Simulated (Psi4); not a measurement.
# DSD-PBEP86/def2-SVP (core potential, density fitting for correlation) run of InPH6 (SMILES [PH3+][InH3-])

What is the vertical ionisation energy of InPH6 at DSD-PBEP86/def2-SVP (core potential, density fitting for correlation)? 

The calculation is run with Psi4 1.11.

3 further runs of the same task are left out: 3 set aside as unsound or not needed.

## 1. The system as given

The species is InPH6 (8 atoms), meant as a singlet with charge 0. As SMILES, `[PH3+][InH3-]`. The coordinates come from a PBE0-D4/def2-TZVP relaxation.

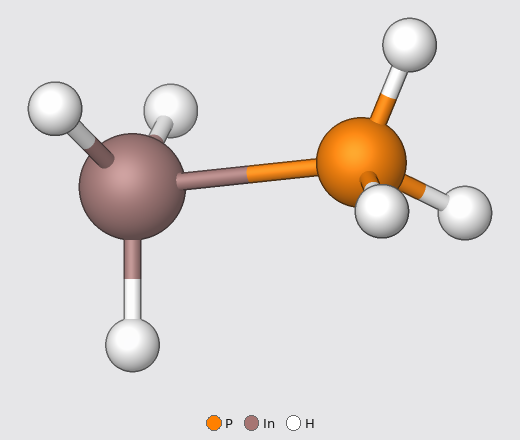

Viewed from a chosen angle; phosphorus orange, indium brown, hydrogen white.

## 2. The energy at DSD-PBEP86/def2-SVP (core potential, density fitting for correlation)

Input file h6inp.xyz:

```xyz
8
H6InP
P     -0.593300     0.062600    -1.026600
In     0.822000    -0.099900     1.362800
H     -1.997500    -0.077200    -1.021800
H     -0.318900    -0.855700    -2.062100
H     -0.526800     1.240500    -1.800800
H      0.023300     1.240800     2.111900
H      2.376100     0.140700     0.638900
H      0.307400    -1.708800     1.741800
```

Input file h6inp_ase.py:

```python
import numpy as np
from ase.calculators.psi4 import Psi4
from ase.io import read

mol = read('h6inp.xyz')
calc = Psi4(atoms=mol, method='dsd-pbep86', basis='def2-SVP', memory='1600MB', num_threads=1, charge=0, multiplicity=1, label='calc')
calc.psi4.set_options({'puream': True, 'e_convergence': 1e-09, 'd_convergence': 1e-08, 'scf_type': 'pk', 'dft_radial_points': 99, 'dft_spherical_points': 590, 'num_frozen_docc': 9})
mol.calc = calc

print(f'energy: {mol.get_potential_energy():.6f} eV')
```

Run with:

```sh
$ python h6inp_ase.py
```

calc.dat:

```text
[...]
    !!!  WARNING: ECP capability is in beta. Please check occupations closely.  !!!
[...]
  Running in c1 symmetry.
[...]
  Nuclear repulsion =  114.498465873388241
[...]
  Multiplicity = 1
[...]
  Nalpha       = 21
  Nbeta        = 21
[...]
    Number of basis functions: 74
[...]
   @RKS iter   1:  -533.95824368530521   -1.26040e+00   3.34066e-03 DIIS/ADIIS
[...]
   @RKS iter   9:  -534.00791437836983   -1.00044e-11   7.83968e-09 DIIS
[...]
    Orbital Energies [Eh]
    ---------------------
    Doubly Occupied:
       1A    -78.965128     2A     -7.218304     3A     -5.206121
       4A     -5.206120     5A     -5.204008     6A     -5.107936
       7A     -3.419915     8A     -3.411686     9A     -3.411685
      10A     -0.916327    11A     -0.906784    12A     -0.906781
      13A     -0.903953    14A     -0.903946    15A     -0.834436
      16A     -0.528256    17A     -0.528234    18A     -0.518991
      19A     -0.385993    20A     -0.344544    21A     -0.344520
[...]
  @RKS Final Energy:  -534.00791437836983
   => Energetics <=
    Nuclear Repulsion Energy =            114.4984658733882412
    One-Electron Energy =               -1038.1446783185883760
    Two-Electron Energy =                 401.7128101846705022
    DFT Exchange-Correlation Energy =     -12.0745121178401700
    Empirical Dispersion Energy =           0.0000000000000000
    VV10 Nonlocal Energy =                  0.0000000000000000
    Total Energy =                       -534.0079143783698328
[...]
 Multipole Moments:
 ------------------------------------------------------------------------------------
     Multipole            Electronic (a.u.)      Nuclear  (a.u.)        Total (a.u.)
 ------------------------------------------------------------------------------------
 L = 1.  Multiply by 2.5417464519 to convert [e a0] to [Debye]
 Dipole X            :         23.3168434          -24.1258469           -0.8090035
 Dipole Y            :         -2.6744380            2.7669997            0.0925618
 Dipole Z            :         39.3817284          -40.7472971           -1.3655686
 Magnitude           :                                                    1.5899157
[...]
```

Standard output:

```text
energy: -14534.705868 eV
```

Run time: 9.3 s. Hardware: 1 thread of Intel Xeon Platinum 8488C (Sapphire Rapids), shared host; peak memory 1.1 GiB.

## 3. The doublet cation at the same level

Input file h6inp.py:

```python
import psi4

psi4.set_memory('1600 MB')
psi4.set_num_threads(1)
psi4.set_output_file('h6inp.out', False)

mol = psi4.geometry("""
1 2
P     -0.593300     0.062600    -1.026600
In     0.822000    -0.099900     1.362800
H     -1.997500    -0.077200    -1.021800
H     -0.318900    -0.855700    -2.062100
H     -0.526800     1.240500    -1.800800
H      0.023300     1.240800     2.111900
H      2.376100     0.140700     0.638900
H      0.307400    -1.708800     1.741800
units angstrom
symmetry c1
""")

psi4.set_options({
    'basis': 'def2-SVP',
    'reference': 'uks',
    'puream': True,
    'e_convergence': 1e-09,
    'd_convergence': 1e-08,
    'scf_type': 'pk',
    'dft_radial_points': 99,
    'dft_spherical_points': 590,
    'num_frozen_docc': 9,
    'maxiter': 200,
})

e_tot = psi4.energy('dsd-pbep86')
print('E =', round(e_tot, 9))
for k, v in sorted(psi4.core.scalar_variables().items()):
    print(f'{k:45s} {v:18.10f}')
```

Run with:

```sh
$ python h6inp.py
```

h6inp.out:

```text
[...]
    !!!  WARNING: ECP capability is in beta. Please check occupations closely.  !!!
[...]
  Running in c1 symmetry.
[...]
  Nuclear repulsion =  114.498465873388241
[...]
  Multiplicity = 2
[...]
  Nalpha       = 21
  Nbeta        = 20
[...]
    Number of basis functions: 74
[...]
   @UKS iter   1:  -533.61642849531870   -9.18587e-01   2.74780e-03 ADIIS/DIIS
[...]
   @UKS iter  23:  -533.65858502292917   -9.89075e-12   5.77563e-09 DIIS
[...]
   @S^2 Observed:                8.210072767E-01
[...]
    Orbital Energies [Eh]
    ---------------------
    Alpha Occupied:
       1A    -79.126499     2A     -7.380099     3A     -5.368185
       4A     -5.368150     5A     -5.366391     6A     -5.360785
       7A     -3.673440     8A     -3.667171     9A     -3.661636
      10A     -1.172761    11A     -1.167877    12A     -1.160036
      13A     -1.155240    14A     -1.150246    15A     -0.992438
      16A     -0.788677    17A     -0.688788    18A     -0.680508
      19A     -0.674187    20A     -0.596744    21A     -0.553976
    Alpha Virtual:
      22A     -0.138519    23A     -0.100050    24A     -0.091989
      25A     -0.070747    26A     -0.042127    27A     -0.040109
[...]
  @UKS Final Energy:  -533.65858502292917
   => Energetics <=
    Nuclear Repulsion Energy =            114.4984658733882412
    One-Electron Energy =               -1029.1808531944491278
    Two-Electron Energy =                 393.0150023099110967
    DFT Exchange-Correlation Energy =     -11.9912000117793625
    Empirical Dispersion Energy =           0.0000000000000000
    VV10 Nonlocal Energy =                  0.0000000000000000
    Total Energy =                       -533.6585850229291736
[...]
 Multipole Moments:
 ------------------------------------------------------------------------------------
     Multipole            Electronic (a.u.)      Nuclear  (a.u.)        Total (a.u.)
 ------------------------------------------------------------------------------------
 L = 1.  Multiply by 2.5417464519 to convert [e a0] to [Debye]
 Dipole X            :         23.0943583          -24.1258469           -1.0314886
 Dipole Y            :         -2.8003120            2.7669997           -0.0333122
 Dipole Z            :         40.2316099          -40.7472971           -0.5156871
 Magnitude           :                                                    1.1536948
[...]
```

On the terminal:

```text
E = -533.780700605
CURRENT ENERGY                                   -533.7807006047
CURRENT REFERENCE ENERGY                         -533.6585850229
DD SOLVATION ENERGY                                 0.0000000000
DFT FUNCTIONAL TOTAL ENERGY                      -533.6585850229
DFT TOTAL ENERGY                                 -533.7807006047
DFT VV10 ENERGY                                     0.0000000000
DFT XC ENERGY                                     -11.9912000118
DOUBLE-HYBRID CORRECTION ENERGY                    -0.1221155818
DSD-PBEP86 DOUBLE-HYBRID CORRECTION ENERGY         -0.1221155818
DSD-PBEP86 TOTAL ENERGY                          -533.7807006047
GRID ELECTRONS ALPHA                               21.0000000620
GRID ELECTRONS BETA                                19.9999999323
GRID ELECTRONS TOTAL                               40.9999999943
NUCLEAR REPULSION ENERGY                          114.4984658734
ONE-ELECTRON ENERGY                             -1029.1808531944
PCM POLARIZATION ENERGY                             0.0000000000
PE ENERGY                                           0.0000000000
SCF ITERATION ENERGY                             -533.6585850229
SCF ITERATIONS                                     23.0000000000
SCF TOTAL ENERGY                                 -533.6585850229
TWO-ELECTRON ENERGY                               393.0150023099
XC GRID RADIAL POINTS                              99.0000000000
XC GRID SPHERICAL POINTS                          590.0000000000
XC GRID TOTAL POINTS                           445782.0000000000
```

It took 24 s on 1 thread of Intel Xeon Platinum 8488C (Sapphire Rapids), shared host; peak memory 1.1 GiB.

## 4. Results

Level: DSD-PBEP86/def2-SVP (core potential, density fitting for correlation), 9 core orbitals frozen.

```
                                                                quantity          value
                                             singlet InPH6: total energy  -534.14059 Eh
                        singlet InPH6: HOMO energy (SCF part's orbitals)       -9.37 eV
                        singlet InPH6: LUMO energy (SCF part's orbitals)        1.30 eV
                      singlet InPH6: HOMO–LUMO gap (SCF part's orbitals)       10.67 eV
                                            doublet cation: total energy  -533.78070 Eh
doublet cation: HOMO energy (SCF part's orbitals) (highest over α and β)      -14.68 eV
 doublet cation: LUMO energy (SCF part's orbitals) (lowest over α and β)       -9.64 eV
                                                    doublet cation: ⟨S²⟩          0.821
                      vertical ionisation energy (to the doublet cation)       9.793 eV
```

**Reading.** The vertical ionisation energy comes to 9.79 eV (226 kcal/mol). −ε(HOMO) before ionisation, 9.37 eV, is 0.42 eV below this ionisation energy.
